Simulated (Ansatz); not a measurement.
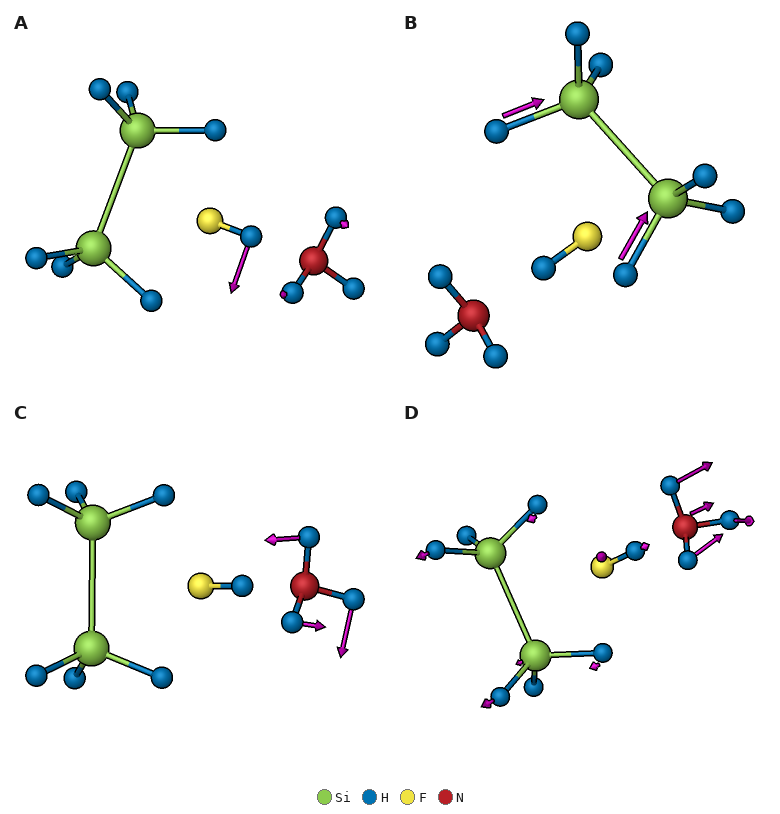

4 normal modes of one molecule or complex, as arrows. Harmonic vibrations computed with RKS PBE0-D4/def2-TZVP (Ansatz 0.2.0) at a stationary point of the same level.

> Match the panels to the wavenumbers 57 cm⁻¹, 1104 cm⁻¹, 1657 cm⁻¹, 2210 cm⁻¹.

A: 1104 cm⁻¹
B: 2210 cm⁻¹, in-phase stretching of 2 Si–H bonds
C: 1657 cm⁻¹, H–N–H bending
D: 57 cm⁻¹
